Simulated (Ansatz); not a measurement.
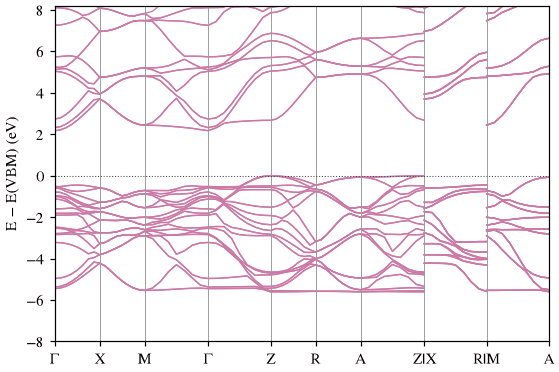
*Band structure from DFT-PBEsol with spin–orbit coupling in the program Ansatz with PAW potentials*

Problem. Read off the gap and where the band edges lie.

Solution. About 2.2 eV (2.17 eV by a search for the band edges); maximum at Z, minimum at Γ.

The material is NaTaO$_{3}$ in space group P4/mbm (No. 127; Na on 2c, Ta on 2a, O on 4g, O on 2b).

The first step of the workflow began from a Materials Project structure, measured or hypothetical; the Crystallography Open Database files this formula in space group No. 127, but the cells were not matched. Its standing as an ambient phase is unchecked. Symmetry was held in the PBEsol relaxation; its stability against distortions is not shown here. The run is not spin-polarised.

Potentials: the later of the program's two PAW sets.
